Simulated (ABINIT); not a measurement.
# Li3SF (Pm-3m): third-order response, part 2 of 3

Aim: Raman and infrared lines of Li3SF (Pm-3m).

ABINIT 10.8.3; DFT LDA, scalar-relativistic, plane waves, PseudoDojo norm-conserving pseudopotentials.

So far. Step 5 (Relaxation): The volume changes by +0.2 % in this run and stands -29.8 % from the first cell. Step 6 (Self-consistent run for the response): The cell stands at -0.86 GPa: the relaxation ran with a smoothed and higher cutoff and on another k mesh. The relaxed cell has a = 4.391 Å (conventional setting).

The structure was built from a prototype and need not be the compound's stable phase.

### Step 8. Linear response at Γ

The derivative of the wavefunctions by k comes first, since the response to a field is built on it; then the field and the displacements that symmetry doesn't supply are solved at q = 0. By the 2n+1 theorem the first-order wavefunctions also give third derivatives: Raman tensors and the non-linear susceptibility.

It reads the wavefunctions written in step 6.

Input file dfpt_gamma.abi:

```
ndtset 3

# common to the responses
getwfk_filepath "gso_WFK"
kptopt 2
nqpt 1
qpt 0.0 0.0 0.0
asr 0
chneut 0

# d/dk
rfelfd1 2
rfdir1 1 1 1
iscf1 -3
tolwfr1 1.0d-20

# displacements, field
rfphon2 1
rfatpol2 1 5
rfdir2 1 1 1
rfelfd2 3
getddk2 1
tolvrs2 1.0d-10
prepanl2 1
prtden2 1

# third order
optdriver3 5
getden_filepath3 "gso_DEN"
get1den3 2
get1wf3 2
getddk3 1
d3e_pert1_elfd3 1
d3e_pert1_phon3 1
d3e_pert1_atpol3 1 5
d3e_pert1_dir3 1 1 1
d3e_pert2_elfd3 1
d3e_pert2_dir3 1 1 1
d3e_pert3_elfd3 1
d3e_pert3_dir3 1 1 1
usepead3 1
tolvrs3 1.0d-10

# basis, mesh and filling
ecut 34.0
ngkpt 4 4 4
nshiftk 1
shiftk 0.5 0.5 0.5
istwfk *1
occopt 1
nband 11
nstep 100
diemac 9.0
prtebands 0
prtgsr 0

# cell and atoms
acell 8.297147831 8.297147831 8.297147831
rprim 
    1.0 0.0 0.0
    0.0 1.0 0.0
    0.0 0.0 1.0
ntypat 3
znucl 9 16 3
natom 5
typat 1 2 3 3 3
xred 
    0.0 0.0 0.0
    0.5 0.5 0.5
    0.5 0.5 0.0
    0.5 0.0 0.5
    0.0 0.5 0.5
pp_dirpath "./pseudo"
pseudos "F.upf, S.upf, Li.upf"
```

Command:

```
$ OMP_NUM_THREADS=1 mpirun -n 4 abinit dfpt_gamma.abi > dfpt_gamma.log
```

Numbers of over 12 decimals in the logs are rounded to 6 here.

dfpt_gamma.abo, the main output file:

```text
[banners, grids, parts of the stress and lines that vanish by symmetry left out]
- input  file    -> dfpt_gamma.abi
- output file    -> dfpt_gamma.abo
- root for input  files -> dfpt_gammai
[...]
DATASET    1 : space group Pm -3 m (#221); Bravais cP (primitive cubic)
[...]
nfft =       91125          nkpt =          32
[...]
DATASET    2 : space group Pm -3 m (#221); Bravais cP (primitive cubic)
[...]
nfft =       91125          nkpt =          32
[...]
DATASET    3 : space group Pm -3 m (#221); Bravais cP (primitive cubic)
[...]
mpw =        5416          nfft =       91125          nkpt =          32
[...]
== DATASET  1 ==================================================================
[...]
cutoff_energies: {ecut:  34.0, pawecutdg:  -1.0, }
[...]
-  3.00000   3.00000  180309                  znucl, zion, pspdat
[...]
Perturbation : derivative vs k along direction   1
[...]
-ETOT  1  -12.883350800217     -1.288E+01 7.752E-02 0.000E+00
 ETOT  2  -12.953092416877     -6.974E-02 2.034E-03 0.000E+00
 ETOT  3  -12.954691019154     -1.599E-03 8.920E-05 0.000E+00
 ETOT  4  -12.954741526198     -5.051E-05 3.282E-06 0.000E+00
 ETOT  5  -12.954743366798     -1.841E-06 1.511E-07 0.000E+00
[...]
At SCF step   15   max residual=  9.61E-21 < tolwfr=  1.00E-20 =>converged.
[...]
Perturbation : derivative vs k along direction   2
[...]
-ETOT  1  -12.881221366833     -1.288E+01 7.367E-02 0.000E+00
[...]
At SCF step   15   max residual=  9.96E-21 < tolwfr=  1.00E-20 =>converged.
[...]
Perturbation : derivative vs k along direction   3
[...]
-ETOT  1  -12.883350832139     -1.288E+01 7.752E-02 0.000E+00
[...]
At SCF step   15   max residual=  9.61E-21 < tolwfr=  1.00E-20 =>converged.
[...]
1        1       0.7315869316    0.0000000000
     1        2       0.0000000000    0.0000000000
     1        3       0.0000000000    0.0000000000
     2        1       0.0000000000    0.0000000000
     2        2       0.7315869316   -0.0000000000
     2        3       0.0000000000    0.0000000000
     3        1       0.0000000000    0.0000000000
     3        2       0.0000000000    0.0000000000
     3        3       0.7315869316   -0.0000000000
[...]
== DATASET  2 ==================================================================
[...]
cutoff_energies: {ecut:  34.0, pawecutdg:  -1.0, }
[...]
Perturbation : displacement of atom   1   along direction   1
[...]
-ETOT  1   2.265658     -6.637E+03 7.608E+00 2.092E+03
[...]
At SCF step   11       vres2   =  1.45E-12 < tolvrs=  1.00E-10 =>converged.
[...]
Perturbation : displacement of atom   2   along direction   1
[...]
-ETOT  1   9.283420     -5.060E+02 1.813E+00 8.322E+03
[...]
At SCF step   10       vres2   =  5.95E-11 < tolvrs=  1.00E-10 =>converged.
[...]
Perturbation : displacement of atom   3   along direction   1
[...]
-ETOT  1  0.198463     -2.359E+03 2.320E+01 5.010E+02
[...]
At SCF step   10       vres2   =  5.03E-11 < tolvrs=  1.00E-10 =>converged.
[...]
Perturbation : displacement of atom   3   along direction   3
[...]
-ETOT  1   8.522257     -2.339E+03 2.097E+01 3.202E+03
[...]
At SCF step   10       vres2   =  2.60E-11 < tolvrs=  1.00E-10 =>converged.
[...]
Perturbation : homogeneous electric field along direction   1
[...]
-ETOT  1  -35.445532610085     -3.545E+01 3.788E-01 3.285E+04
[...]
At SCF step   11       vres2   =  2.04E-12 < tolvrs=  1.00E-10 =>converged.
[...]
Perturbation : homogeneous electric field along direction   2
[...]
-ETOT  1  -35.373320623098     -3.537E+01 3.055E-01 3.294E+04
[...]
At SCF step   11       vres2   =  1.89E-12 < tolvrs=  1.00E-10 =>converged.
[...]
Perturbation : homogeneous electric field along direction   3
[...]
-ETOT  1  -35.445532033950     -3.545E+01 3.788E-01 3.285E+04
[...]
ETOT 10  -45.196971950578     -6.352E-12 4.231E-13 1.450E-10
 ETOT 11  -45.196971950578     -4.832E-13 4.573E-15 2.060E-12
 At SCF step   11       vres2   =  2.06E-12 < tolvrs=  1.00E-10 =>converged.
[...]
Dielectric tensor, in cartesian coordinates,
[...]
1    7   1    7         2.7339263129        -0.0000000000
   1    7   2    7        -0.0000000000        -0.0000000000
   1    7   3    7        -0.0000000000        -0.0000000000
   2    7   1    7        -0.0000000000        -0.0000000000
   2    7   2    7         2.7339263129        -0.0000000000
   2    7   3    7        -0.0000000000        -0.0000000000
   3    7   1    7        -0.0000000000        -0.0000000000
   3    7   2    7        -0.0000000000        -0.0000000000
   3    7   3    7         2.7339263129        -0.0000000000
  Effective charges, in cartesian coordinates,
[...]
1    1   1    7        -1.4078927816         0.0000000000
   2    1   1    7         0.0000000000         0.0000000000
   3    1   1    7         0.0000000000         0.0000000000
   1    2   1    7        -1.4369277925         0.0000000000
   2    2   1    7         0.0000000000         0.0000000000
[...]
Effective charges, in cartesian coordinates,
[...]
2    7   1    5         0.0000000000         0.0000000000
   3    7   1    5         0.0000000000         0.0000000000
   1    7   2    5         0.0000000000         0.0000000000
   2    7   2    5         0.8019883933         0.0000000000
   3    7   2    5         0.0000000000         0.0000000000
   1    7   3    5         0.0000000000         0.0000000000
   2    7   3    5         0.0000000000         0.0000000000
   3    7   3    5         0.8019883933         0.0000000000
  Phonon wavevector (reduced coordinates) :  0.00000  0.00000  0.00000
 Phonon energies in Hartree :
[...]
Phonon frequencies in cm-1    :
- -2.227674E+02 -2.227674E+02 -2.227674E+02 -1.840209E+02 -1.840209E+02
- -1.840209E+02  2.818686E+00  2.818686E+00  2.818686E+00  1.777404E+02
-  1.777404E+02  1.777404E+02  6.776200E+02  6.776200E+02  6.776200E+02
  Phonon at Gamma, with non-analyticity in the
[...]
Phonon energies in Hartree :
[...]
Phonon frequencies in cm-1    :
- -2.227674E+02 -2.227674E+02 -1.840209E+02 -1.840209E+02 -1.840209E+02
-  2.808430E+00  2.818686E+00  2.818686E+00  7.879399E+01  1.777404E+02
-  1.777404E+02  1.874779E+02  6.776200E+02  6.776200E+02  7.228091E+02
  Phonon at Gamma, with non-analyticity in the
[...]
Phonon energies in Hartree :
[...]
Phonon frequencies in cm-1    :
- -2.227674E+02 -2.227674E+02 -1.840209E+02 -1.840209E+02 -1.840209E+02
-  2.808430E+00  2.818686E+00  2.818686E+00  7.879399E+01  1.777404E+02
-  1.777404E+02  1.874779E+02  6.776200E+02  6.776200E+02  7.228091E+02
  Phonon at Gamma, with non-analyticity in the
[...]
Phonon energies in Hartree :
[...]
Phonon frequencies in cm-1    :
- -2.227674E+02 -2.227674E+02 -1.840209E+02 -1.840209E+02 -1.840209E+02
-  2.808430E+00  2.818686E+00  2.818686E+00  7.879399E+01  1.777404E+02
-  1.777404E+02  1.874779E+02  6.776200E+02  6.776200E+02  7.228091E+02
[...]
== DATASET  3 ==================================================================
[...]
cutoff_energies: {ecut:  34.0, pawecutdg:  -1.0, }
[...]
1          1       -0.000000000       -0.000000000       -0.000000000
[...]
1          2       -0.000000000       -0.000000000       -0.000000000
[...]
1          3       -0.000000000       -0.000000000       -0.000000000
[...]
2          1       -0.000000000       -0.000000000       -0.000000000
[...]
2          2       -0.000000000       -0.000000000       -0.000000000
[...]
2          3       -0.000000000       -0.000000000       -0.000000000
[...]
3          1       -0.000000000       -0.000000000       -0.000000000
[...]
3          2       -0.000000000       -0.000000000       -0.000000000
[...]
3          3       -0.000000000       -0.000000000       -0.000000000
[...]
4          1       -0.000000000       -0.000000000       -0.000000000
[...]
4          2       -0.000000000       -0.000000000       -0.000000000
[...]
4          3       -0.000000000       -0.000000000       -0.000000000
[...]
5          1       -0.000000000       -0.000000000       -0.000000000
[...]
5          2       -0.000000000       -0.000000000       -0.000000000
[...]
5          3       -0.000000000       -0.000000000       -0.000000000
[...]
strten2     0.0000000000E+00  0.0000000000E+00  0.0000000000E+00
           strten3     0.0000000000E+00  0.0000000000E+00  0.0000000000E+00
================================================================================
```

Elapsed: 3.1 min, on 4 MPI ranks of Arm Neoverse V1, shared host.

This step gave:

```yaml
miss_of_the_charge_sum_rule: 0.002880 e
largest_acoustic_frequency_at_the_zone_centre_before_the_sum_rule: 2.82 cm⁻¹
highest_optical_zone_centre_mode_no_lo_to_term: 677.6 cm⁻¹
lowest_optical_zone_centre_mode: -222.8 cm⁻¹
mean_high_frequency_dielectric_constant: 2.734
largest_born_charge_in_size_third_of_the_trace: 1.437 e
```

Born charge (rows field, columns displacement), before the sum rule (e), principal values of the symmetric part by kind of site:

```
atom  atoms with these values    low  middle   high   mean
  F1                        1  -1.41   -1.41  -1.41  -1.41
  S2                        1  -1.44   -1.44  -1.44  -1.44
 Li3                        3   0.80    0.80   1.24   0.95
```

In full for S2:

```
-1.44  0.00  0.00
 0.00 -1.44  0.00
 0.00  0.00 -1.44
```

High-frequency dielectric tensor:

```
2.73 0.00 0.00
0.00 2.73 0.00
0.00 0.00 2.73
```

The acoustic modes at Γ come out as far as 2.8 cm⁻¹ from zero, where they should vanish, a small numerical error; the Born charges miss their sum rule by 0.0029 e, which is good. The lowest optical mode is imaginary, 223i cm⁻¹, an instability at this level and on this k mesh.

### Step 9. Zone-centre analysis

anaddb reads the merged derivatives, imposes the acoustic sum rule and charge neutrality, and adds the LO-TO term along chosen directions.

Input file anaddb.abi:

```
ddb_filepath "gamma_DDB"
output_file "anaddb.abo"
outdata_prefix "anaddb"
asr 1
chneut 1
enunit 2
eivec 1
nph1l 1
qph1l 0.0 0.0 0.0 1.0
dieflag 2
nph2l 3
qph2l 
    1.0 0.0 0.0 0.0
    0.0 0.0 1.0 0.0
    1.0 1.0 1.0 0.0
nlflag 1
ramansr 1
alphon 1
prtmbm 1
```

Input file mrgddb.in:

```
gamma_DDB
merged
3
dfpt_gammao_DS2_DDB
dfpt_gammao_DS3_DDB
gso_DDB
```

Command:

```
$ mrgddb < mrgddb.in > mrgddb.log
$ OMP_NUM_THREADS=1 anaddb anaddb.abi > anaddb.log
```

anaddb.abo, the main output file:

```text
[banners, grids, parts of the stress and lines that vanish by symmetry left out]
-outvars_anaddb: echo values of input variables ----------------------

 Flags :
[...]
Dielectric Tensor and Effective Charges
[...]
Effective charge tensors after
[...]
1          1       -0.000000000       -0.000000000       -0.000000000
[...]
1          2       -0.000000000       -0.000000000       -0.000000000
[...]
1          3       -0.000000000       -0.000000000       -0.000000000
[...]
2          1       -0.000000000       -0.000000000       -0.000000000
[...]
2          2       -0.000000000       -0.000000000       -0.000000000
[...]
2          3       -0.000000000       -0.000000000       -0.000000000
[...]
3          1       -0.000000000       -0.000000000       -0.000000000
[...]
3          2       -0.000000000       -0.000000000       -0.000000000
[...]
3          3       -0.000000000       -0.000000000       -0.000000000
[...]
4          1       -0.000000000       -0.000000000       -0.000000000
[...]
4          2       -0.000000000       -0.000000000       -0.000000000
[...]
4          3       -0.000000000       -0.000000000       -0.000000000
[...]
5          1       -0.000000000       -0.000000000       -0.000000000
[...]
5          2       -0.000000000       -0.000000000       -0.000000000
[...]
5          3       -0.000000000       -0.000000000       -0.000000000
[...]
Phonon wavevector (reduced coordinates) :  0.00000  0.00000  0.00000
 Phonon energies in Hartree :
[...]
Phonon energies in meV     :
- -2.762318E+01 -2.762318E+01 -2.762318E+01 -2.281570E+01 -2.281570E+01
- -2.281570E+01  0.000000E+00  0.000000E+00  0.000000E+00  2.203374E+01
-  2.203374E+01  2.203374E+01  8.401418E+01  8.401418E+01  8.401418E+01
 Phonon frequencies in cm-1    :
- -2.227960E+02 -2.227960E+02 -2.227960E+02 -1.840211E+02 -1.840211E+02
- -1.840211E+02  0.000000E+00  0.000000E+00  0.000000E+00  1.777141E+02
-  1.777141E+02  1.777141E+02  6.776200E+02  6.776200E+02  6.776200E+02
 Phonon frequencies in Thz     :
- -6.679256E+00 -6.679256E+00 -6.679256E+00 -5.516812E+00 -5.516812E+00
- -5.516812E+00  0.000000E+00  0.000000E+00  0.000000E+00  5.327734E+00
-  5.327734E+00  5.327734E+00  2.031454E+01  2.031454E+01  2.031454E+01
 Phonon energies in Kelvin  :
- -3.205537E+02 -3.205537E+02 -3.205537E+02 -2.647652E+02 -2.647652E+02
- -2.647652E+02  0.000000E+00  0.000000E+00  0.000000E+00  2.556909E+02
-  2.556909E+02  2.556909E+02  9.749441E+02  9.749441E+02  9.749441E+02
[...]
-  1  0.00000000E+00 -1.44676965E-07  3.50111022E-03
-     0.00000000E+00  0.00000000E+00  0.00000000E+00
-  2  0.00000000E+00  0.00000000E+00  5.04920520E-05
-     0.00000000E+00  0.00000000E+00  0.00000000E+00
-  3  0.00000000E+00  1.96857485E-07 -2.88540469E-04
-     0.00000000E+00  0.00000000E+00  0.00000000E+00
-  4  0.00000000E+00  0.00000000E+00 -4.76385272E-03
-     0.00000000E+00  0.00000000E+00  0.00000000E+00
-  5  0.00000000E+00  1.96857485E-07 -4.76385272E-03
-     0.00000000E+00  0.00000000E+00  0.00000000E+00
[...]
-  1  0.00000000E+00  3.50111022E-03  1.44676958E-07
-     0.00000000E+00  0.00000000E+00  0.00000000E+00
-  2  0.00000000E+00  5.04920520E-05  0.00000000E+00
-     0.00000000E+00  0.00000000E+00  0.00000000E+00
-  3  0.00000000E+00 -4.76385272E-03  0.00000000E+00
-     0.00000000E+00  0.00000000E+00  0.00000000E+00
-  4  0.00000000E+00 -2.88540469E-04 -1.96857476E-07
-     0.00000000E+00  0.00000000E+00  0.00000000E+00
-  5  0.00000000E+00 -4.76385272E-03 -1.96857476E-07
-     0.00000000E+00  0.00000000E+00  0.00000000E+00
[...]
-  1  3.50111022E-03  0.00000000E+00  0.00000000E+00
-     0.00000000E+00  0.00000000E+00  0.00000000E+00
-  2  5.04920520E-05  0.00000000E+00  0.00000000E+00
-     0.00000000E+00  0.00000000E+00  0.00000000E+00
-  3 -4.76385272E-03  0.00000000E+00  0.00000000E+00
-     0.00000000E+00  0.00000000E+00  0.00000000E+00
-  4 -4.76385272E-03  0.00000000E+00  0.00000000E+00
-     0.00000000E+00  0.00000000E+00  0.00000000E+00
[...]
-  4  3.37104799E-04  0.00000000E+00  0.00000000E+00
[...]
-  5 -8.18677051E-03  0.00000000E+00  0.00000000E+00
[...]
-         0.000000000       0.000000000       0.000000000
-         0.000000000       0.000000000       0.000000000
-         0.000000000       0.000000000       0.000000000
[...]
-         0.000000000       0.000000000       0.000000000
-         0.000000000       0.000000000       0.000000000
-         0.000000000       0.000000000       0.000000000
[...]
Phonon at Gamma, with non-analyticity in the
[...]
Phonon energies in Hartree :
[...]
Phonon energies in meV     :
- -2.762318E+01 -2.762318E+01 -2.281570E+01 -2.281570E+01 -2.281570E+01
-  0.000000E+00  0.000000E+00  0.000000E+00  9.739731E+00  2.203374E+01
-  2.203374E+01  2.323908E+01  8.401418E+01  8.401418E+01  8.961346E+01
 Phonon frequencies in cm-1    :
- -2.227960E+02 -2.227960E+02 -1.840211E+02 -1.840211E+02 -1.840211E+02
[...]
Phonon frequencies in Thz     :
[...]
Phonon energies in Kelvin  :
[...]
-  1  0.00000000E+00  1.80634081E-07 -3.50111022E-03
[...]
-  2  0.00000000E+00  0.00000000E+00 -5.04920520E-05
[...]
-  3  0.00000000E+00 -2.45783224E-07  2.88540469E-04
[...]
-  4  0.00000000E+00  0.00000000E+00  4.76385271E-03
[...]
Phonon at Gamma, with non-analyticity in the
[...]
Phonon energies in Hartree :
[...]
Phonon energies in meV     :
[...]
Phonon frequencies in cm-1    :
[...]
Phonon frequencies in Thz     :
[...]
Phonon energies in Kelvin  :
[...]
Phonon at Gamma, with non-analyticity in the
[...]
Phonon energies in Hartree :
[...]
Phonon energies in meV     :
[...]
Phonon frequencies in cm-1    :
[...]
Phonon frequencies in Thz     :
[...]
Phonon energies in Kelvin  :
[...]
-  0.000000E+00  0.000000E+00  0.000000E+00  1.130249E+02  2.556909E+02
-  2.556909E+02  2.696783E+02  9.749441E+02  9.749441E+02  1.039921E+03
[...]
-  4  2.70142527E-04  4.38975329E-03 -8.93866477E-05
[...]
-  5 -6.56055589E-03 -1.80755879E-04 -8.93866477E-05
[...]
-         0.000000000       0.000000000       0.000000000
-         0.000000000       0.000000000       0.000000000
[...]
Spherical averages : G0=     0.000000000    G1=     0.000000000    G2=     0.000000000

-
```

Elapsed: 1.5 s, on 1 thread.

Numbers from this step:

```
miss of the charge sum rule          : 0.00288 e
highest mode moved by the LO-TO term : 722.8 cm⁻¹
```

No LO-TO term; unit eigenvectors of the mass-weighted matrix, from anaddb's displacements. The modes at Γ (shares of kinetic energy by element, %) (negative means imaginary):

```
mode  frequency (cm⁻¹)  symmetry  F %  S %  Li %
   1            -222.8       T1u   42    0    58
   2            -222.8       T1u   42    0    58
   3            -222.8       T1u   42    0    58
   4            -184.0       T2u    0    0   100
   5            -184.0       T2u    0    0   100
   6            -184.0       T2u    0    0   100
   7               0.0  acoustic   26   45    29
   8               0.0  acoustic   26   45    29
   9               0.0  acoustic   26   45    29
  10             177.7       T1u   31   40    28
  11             177.7       T1u   31   40    28
  12             177.7       T1u   31   40    28
  13             677.6       T1u    0   15    85
  14             677.6       T1u    0   15    85
  15             677.6       T1u    0   15    85
```

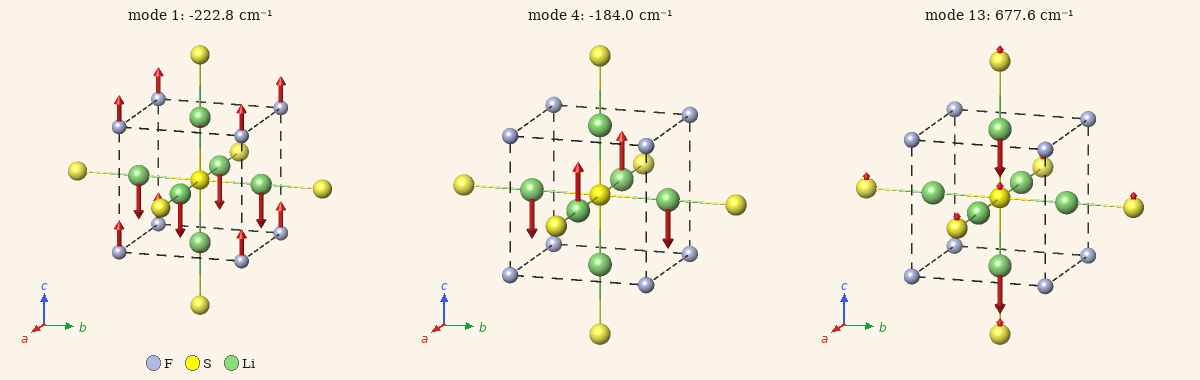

Displacement patterns of modes 1, 4 and 13 at Γ; arrows are exaggerated. Some periodic images of atoms are drawn too.

With imaginary modes the relaxed-ion tensors have no meaning and are not tabulated.

The rule moves no optical mode by more than 0.1 cm⁻¹.

[end of part 2 of 3]

[Host names and launcher messages were left out of these logs when they were recorded.]

[Logs are printed without paths, hosts, clocks, repeated set-up lines and the standing remarks that a program may print on its own settings, such as how far it seeks lower states.]

[Hosts, paths, dates, database ids (printed as entryN), source tags and the programs' standing remarks are cut or masked in the printed files.]
